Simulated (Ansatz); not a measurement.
The calculation's input:

```
crystal:
  periodic: [false, false, false]
  atoms:
    - {symbol: F, position_ang: [0.149812, -0.116227, 1.772706]}
    - {symbol: F, position_ang: [1.303739, -1.168969, -0.450574]}
    - {symbol: Ge, position_ang: [0.075681, -0.072414, 0.053155]}
    - {symbol: I, position_ang: [-2.124070, -0.918122, -0.689750]}
    - {symbol: I, position_ang: [0.644638, 2.202132, -0.726936]}
basis:
  gaussian:
    orbitals: def2-TZVPD
output:
  forces: true
  orbitals: {seedname: orbitals}
hamiltonian:
  xc: {name: PBE0}
```

Command:

```sh
ansatz run input.yaml --threads 2 --pin off --max-ram 5220MiB --events-out events.jsonl --progress --plain --runs-dir runs
```

Geometry: PBE0-D4/def2-SVP; core potentials replace the inner electrons of I.

Theory: isolated molecule in a Gaussian basis; Kohn-Sham density functional theory, functional PBE0 in Ansatz 0.2.0.

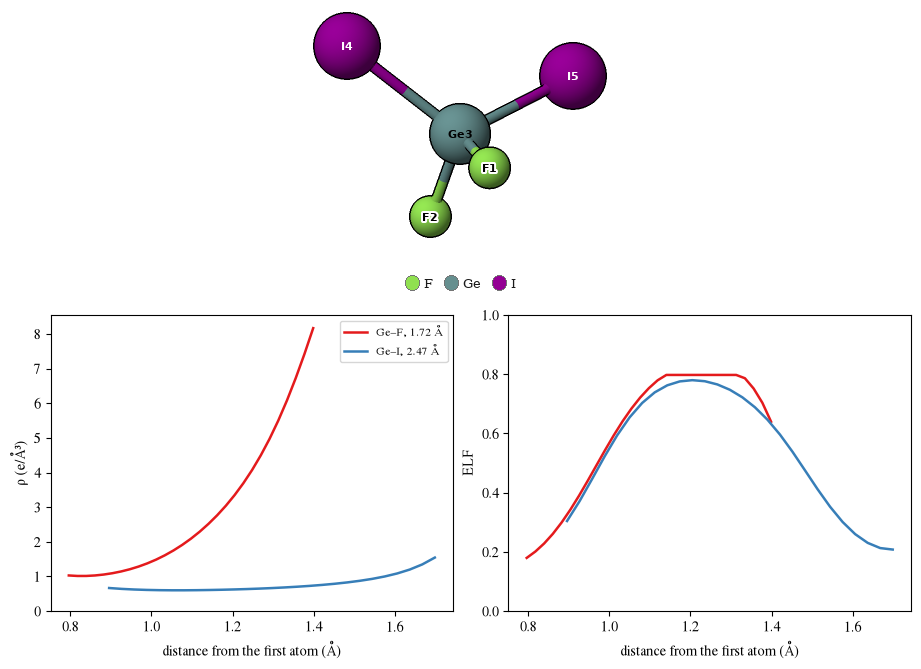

F2GeI2 (SMILES [F][Ge]([F])([I])[I]). Electron density and ELF along straight lines between neighbouring atoms. The curves leave out the atomic cores. The structure is drawn too.

Compare the contacts.

Answer. Ge–F (1.72 Å): the density is about 1 e/Å³ at the midpoint; the ELF peaks at about 0.80 in the valence shell of F, 0.6 Å from its nucleus, and is about 0.25 at the midpoint.
Ge–I (2.47 Å): the density is about 0.64 e/Å³ at the midpoint; the ELF peaks at about 0.80 in the valence shell of I, 1.3 Å from its nucleus, and is about 0.80 at the midpoint.
